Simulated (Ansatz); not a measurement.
# NH2Br (triplet): one geometry, many settings at distance Br1–H2 along a hydrogen transfer = 1.694 Å

Aim: run NH2Br (triplet) at one geometry under a spread of methods and options, and see what each costs and gives.

Method: the settings change from run to run; program: Ansatz 0.2.0, Gaussian basis.

7 further runs of the same task are left out: 7 that didn't finish.

## Step 1: The geometry

The geometry derives from fragments relaxed apart (PBE0/def2-TZVP) and kept rigid, so it is no stationary point. A hydrogen atom is moved between rigid fragments. No spin-orbit coupling is included. The filled d shell of Br may be among the frozen orbitals whatever the setting's name suggests; the logs give the count.

4 atoms, charge 0, spin multiplicity 3.

Atoms are counted from 1 here; the program's logs count them from 0.

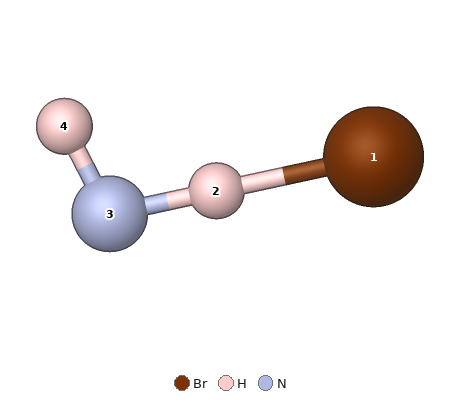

The structure; bromine brown, hydrogen pink, nitrogen light blue; atoms are numbered from 1 in the order of the file.

## Step 2: NEVPT2(14,8)/STO-3G

File in.yaml:

```yaml
crystal:
  periodic: [false, false, false]
  atoms:
    - {symbol: Br, position_ang: [-1.912770, 0.251057, 0.000000]}
    - {symbol: H, position_ang: [-0.218770, 0.251057, 0.000000]}
    - {symbol: N, position_ang: [0.931230, 0.251057, 0.000000]}
    - {symbol: H, position_ang: [1.200311, -0.753170, 0.000000]}
basis:
  gaussian: {orbitals: STO-3G}
magnetization: {spin_polarized: false, initial_magnetization: 2}
correlation: {method: sc_nevpt2, electrons: outside_noble_gas, active_space: {window: {electrons: 14, orbitals: 8}}}
accuracy: high
scf: {lower_state_search: full}
```

Launch:

```bash
$ ansatz run in.yaml --threads 1 --pin off --events-out ev --progress --plain --max-ram 2393MiB
```

What it wrote:

```text
Functional definition: HF
  name "HF"
  cite "Fock, Z. Phys. 61, 126 (1930) doi:10.1007/BF01340294"
  parent pbe
  exchange = exact_x
  correlation = 0
320 factors; integrals over basis functions are off by at most 2.9e-8 eV
mean field evaluation 1: about -70733.5310 eV, gradient 8.9e0 eV
mean field evaluation 2: about -70733.5811 eV, gradient 8.9e0 eV
mean field evaluation 4: about -70734.3138 eV, gradient 2.4e0 eV
mean field evaluation 8: about -70734.5020 eV, gradient 2.2e-1 eV
mean field evaluation 16: about -70734.5025 eV, gradient 2.0e-8 eV
mean field evaluation 32: about -70733.7310 eV, gradient 2.8e-8 eV
mean field evaluation 64: about -70729.7040 eV, gradient 7.4e0 eV
mean field evaluation 96: about -70695.8323 eV, gradient 3.7e1 eV
mean field evaluation 128: about -70734.5022 eV, gradient 2.3e-1 eV
mean field evaluation 160: about -70731.2331 eV, gradient 1.6e1 eV
mean field -70734.50246454 eV, -2599.4450200042 hartree, gradient 1.9e-8 eV, S^2 2.000000; 15 other end points of the search recorded, 0 dependent functions left out
reference -70734.50246454 eV, -2599.4450200042 hartree; 23, 21 occupied and 2, 4 virtual orbitals, 320 factors
state -70734.50522929 eV, -2599.4451216068 hartree
state -70734.50522929 eV, -2599.4451216068 hartree; corrected -70735.56511824 eV, -2599.4840718072 hartree
Total energy: -70735.56511824 eV, -2599.4840718072 hartree
```

It took 0.78 s on 1 thread of Arm Neoverse V2, shared host.

From the report: 24 determinants; active occupations 2.00, 2.00, 2.00, 2.00, 2.00, 2.00, 1.00, 1.00.

## Step 3: NEVPT2(6,5)/cc-pVDZ

File in.yaml:

```yaml
crystal:
  periodic: [false, false, false]
  atoms:
    - {symbol: Br, position_ang: [-1.912770, 0.251057, 0.000000]}
    - {symbol: H, position_ang: [-0.218770, 0.251057, 0.000000]}
    - {symbol: N, position_ang: [0.931230, 0.251057, 0.000000]}
    - {symbol: H, position_ang: [1.200311, -0.753170, 0.000000]}
basis:
  gaussian: {orbitals: cc-pVDZ}
magnetization: {spin_polarized: false, initial_magnetization: 2}
correlation: {method: sc_nevpt2, electrons: outside_noble_gas, active_space: {window: {electrons: 6, orbitals: 5}}}
scf: {lower_state_search: off}
```

Launched as before.

What it wrote, cut to the lines that bear on the results:

```text
Functional definition: HF
  name "HF"
  cite "Fock, Z. Phys. 61, 126 (1930) doi:10.1007/BF01340294"
  parent pbe
[...]
540 factors; integrals over basis functions are off by at most 1.4e-3 eV
[...]
mean field -71508.49714999 eV, -2627.8888000619 hartree, gradient 2.9e-6 eV, S^2 2.000000; 0 other end points of the search recorded, 0 dependent functions left out
reference -71508.49714999 eV, -2627.8888000619 hartree; 23, 21 occupied and 28, 30 virtual orbitals, 540 factors
state -71509.41699331 eV, -2627.9226036803 hartree
state -71509.41699331 eV, -2627.9226036803 hartree; corrected -71515.80413836 eV, -2628.1573269316 hartree
Total energy: -71515.80413836 eV, -2628.1573269316 hartree
Checks for a lower state left out: stability, starts, cluster_reference, orbital_swaps, neighbouring_geometries, increment
```

It took 1.5 s on 1 thread of Arm Neoverse V2, shared host.

From the report: 48 determinants; active occupations 2.00, 1.96, 1.00, 1.00, 0.04.

## Step 4: CCSD(T)/cc-pVDZ

Changes to in.yaml since step 3:

```diff
@@ -10,3 +10,3 @@
 magnetization: {spin_polarized: false, initial_magnetization: 2}
-correlation: {method: sc_nevpt2, electrons: outside_noble_gas, active_space: {window: {electrons: 6, orbitals: 5}}}
-scf: {lower_state_search: off}
+hamiltonian: {xc: {name: PBE0}, pseudopotentials: {relativity: scalar}}
+correlation: {method: ccsd_t, electrons: outside_noble_gas}
```

The command is unchanged.

What it wrote, cut to the lines that bear on the results:

```text
Functional definition: PBE0
  name "PBE0"
  cite "Adamo & Barone, J. Chem. Phys. 110, 6158 (1999) doi:10.1063/1.478522"
  cite "Perdew, Burke & Ernzerhof, Phys. Rev. Lett. 77, 3865 (1996) doi:10.1103/PhysRevLett.77.3865"
  parent pbe
[...]
540 factors; integrals over basis functions are off by at most 1.4e-3 eV
[...]
mean field -72226.53030074 eV, -2654.2760316514 hartree, gradient 5.1e-6 eV, S^2 2.000000; 4 other end points of the search recorded, 0 dependent functions left out
[...]
15 core orbitals not correlated: weight in the atoms' cores, before any rotation towards them, 1.000 or more for the frozen orbitals, at most 0.000 for the correlated occupied ones
reference -72179.93832607 eV, -2652.5638081635 hartree; 8, 6 occupied and 28, 30 virtual orbitals, 540 factors
second order -7.35283522 eV of doubles, -0.37345320 eV of singles
cycle   1  -8.07703480 eV  change   -4.5e-1 eV  update   5.8e-2
[...]
cycle  14  -8.32612329 eV  change    4.9e-7 eV  update   1.3e-5
perturbative correction -0.18180785 eV, -0.0066813154 hartree
WARN: these amplitudes may be one of several solutions (largest doubles amplitude 0.06, level shift 0.49 eV)
Total energy: -72188.44625721 eV, -2652.8764688662 hartree
Relativity: scalar
```

It took 6.5 s on 1 thread of Arm Neoverse V2, shared host.

From the report: correlation -8.5079 eV; T1 0.023; largest double amplitude 0.06. The orbitals are Kohn-Sham ones, so correlation energy and T1 don't compare with those on Hartree-Fock orbitals. The report flags that the cluster equations may have other roots.

## Step 5: BCCD on UHF/cc-pVDZ

Changes to in.yaml since step 4:

```diff
@@ -9,4 +9,4 @@
   gaussian: {orbitals: cc-pVDZ}
-magnetization: {spin_polarized: false, initial_magnetization: 2}
-hamiltonian: {xc: {name: PBE0}, pseudopotentials: {relativity: scalar}}
-correlation: {method: ccsd_t, electrons: outside_noble_gas}
+magnetization: {spin_polarized: true, initial_magnetization: 2}
+correlation: {method: bccd, electrons: valence}
+output: {forces: true}
```

Launched as before.

What it wrote, cut to the lines that bear on the results:

```text
Functional definition: HF
  name "HF"
  cite "Fock, Z. Phys. 61, 126 (1930) doi:10.1007/BF01340294"
  parent pbe
[...]
540 factors; integrals over basis functions are off by at most 1.4e-3 eV
[...]
mean field -71508.96379824 eV, -2627.9059490687 hartree, gradient 3.0e-6 eV, S^2 2.055887; 16 other end points of the search recorded, 0 dependent functions left out
determinant -71508.96379824 eV, -2627.9059490687 hartree, with singles and doubles -71517.00492026 eV, -2628.2014548524 hartree
determinant -71507.91100987 eV, -2627.8672598099 hartree, with singles and doubles -71515.87802815 eV, -2628.1600423312 hartree
determinant -71507.88215585 eV, -2627.8661994442 hartree, with singles and doubles -71515.83675899 eV, -2628.1585257176 hartree
determinant -71506.16910181 eV, -2627.8032458691 hartree, with singles and doubles -71514.21795644 eV, -2628.0990358211 hartree
[...]
10 core orbitals not correlated: weight in the atoms' cores, before any rotation towards them, 1.000 or more for the frozen orbitals, at most 0.000 for the correlated occupied ones
reference -71508.96379824 eV, -2627.9059490687 hartree; 13, 11 occupied and 28, 30 virtual orbitals, 540 factors
second order -7.16565898 eV of doubles, -0.00000000 eV of singles
cycle   1  -8.03046109 eV  change    1.1e-2 eV  update   4.8e-3
[...]
cycle  17  -8.03072527 eV  change   -8.6e-9 eV  update   4.7e-7
[...]
Total energy: -71516.99452351 eV, -2628.2010727789 hartree
Atom 0 at    -1.912770     0.251057     0.000000 Å, force    -0.653237    -0.178375    -0.000000 eV/Å
Atom 1 at    -0.218770     0.251057     0.000000 Å, force     0.621845     0.226073    -0.000000 eV/Å
Atom 2 at     0.931230     0.251057     0.000000 Å, force     0.210047     0.204652    -0.000000 eV/Å
Atom 3 at     1.200311    -0.753170     0.000000 Å, force    -0.178655    -0.252350     0.000000 eV/Å
Dipole moment:     0.282021    -0.297053    -0.000000 e Å
```

Run time: 24 s. Hardware: 1 thread of Arm Neoverse V2, shared host.

From the report: ⟨S²⟩ of the determinant 2.056 (pure triplet: 2.00); correlation -8.0307 eV; largest double amplitude 0.06.

## Step 6: All runs side by side

Where basis and cores are those of an earlier UCCSDT(Q)/cc-pVDZ run (-71516.8833 eV), and the state is the same kind, the miss against it is given. † marks a result that the program doubts.

```
                                               level         correlated  functions  energy (eV)  from UCCSDT(Q) (meV)    time
                                 NEVPT2(14,8)/STO-3G  outside noble gas         25  -70735.5651                        0.78 s
                                 NEVPT2(6,5)/cc-pVDZ  outside noble gas         51  -71515.8041                1079.2   1.5 s
CCSD(T)/cc-pVDZ (on PBE0 orbitals, relativity set) †  outside noble gas         51  -72188.4463                         6.5 s
                                 BCCD on UHF/cc-pVDZ            valence         51  -71516.9945                          24 s
```

## Step 7: What came out

| quantity | value |
| --- | --- |
| runs | 4 |
| quickest | NEVPT2(14,8)/STO-3G, 0.78 s |
| slowest | BCCD on UHF/cc-pVDZ, 24 s |

**Reading.** Total energies in different bases, with other cores or another treatment of relativity can't be set against each other. BCCD on UHF/cc-pVDZ took 31 times as long as NEVPT2(14,8)/STO-3G; the jobs differ in more than the method.
